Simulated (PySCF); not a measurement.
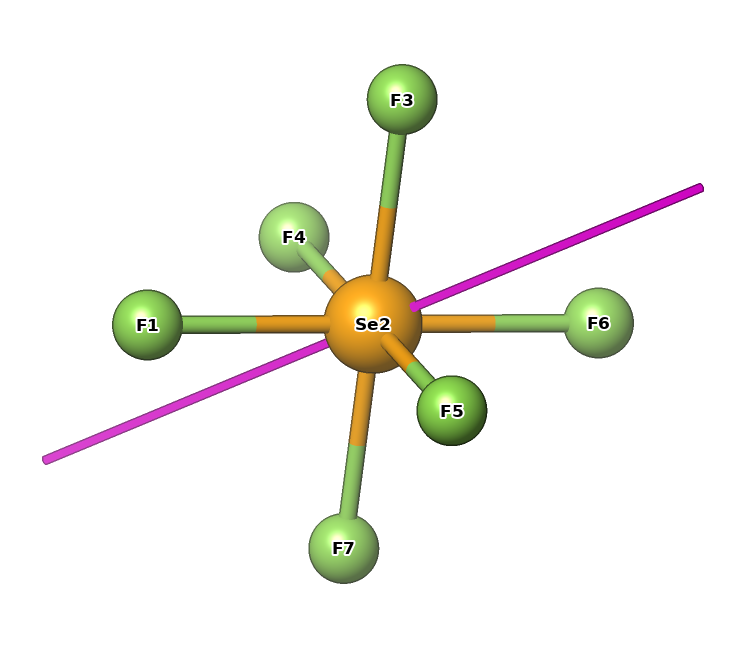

A line through the centre of mass is drawn in. Distant atoms are faded towards the background colour. The computed structure is the end point of a PBE0-D3(BJ)/def2-SVP optimisation. No frequency run is at hand to confirm it as a minimum.

Is the line a proper rotation axis of the structure, and of what order?

Answer. Yes, a C3 axis. A turn by 120° leaves Se2 in place and moves F1 → F7 → F4 → F1; F3 → F5 → F6 → F3. The point group is Oh.
